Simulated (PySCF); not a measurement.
```xyz
14

O    -2.4697    0.6207    0.1686
C    -1.4410    1.1638    0.8619
C    -0.2649    0.5251    0.6635
C     1.1500    0.3645    0.7933
C     2.4961    0.4329    0.4484
C     2.4342   -0.7461   -0.3602
C     1.0389   -0.8611   -0.1365
C    -0.3154   -0.6342   -0.2670
Si   -2.0927   -0.6889   -0.8250
H    -1.6875    1.9994    1.4947
H     3.2737    1.1507    0.6490
H     3.1331   -1.2681   -0.9869
H    -2.3717   -0.2475   -2.1863
H    -2.8839   -1.8117   -0.3397
```

Geometry: GFN2-xTB; ⟨S²⟩ = 0.81, above the pure value of 0.75.

The calculation used UKS B3LYP, pcH-1 on C H O Si, non-relativistic, mean-field spin-orbit, GIAO in PySCF 2.14.0, density-fitted response routines.

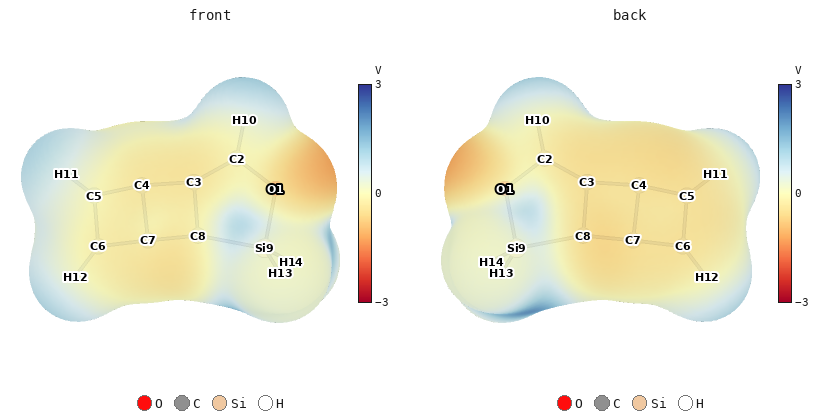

C7H5OSi (doublet). The molecular electrostatic potential painted on the density surface at 0.002 e/bohr³, seen from the front and from behind; the colour scale runs from red (negative) to blue (positive).

> Where is the surface potential most negative and most positive?

The most negative region (about −1.2 V) lies over O1, the most positive (about +2.0 V) over Si9. O1 is the likeliest acceptor of a hydrogen bond.
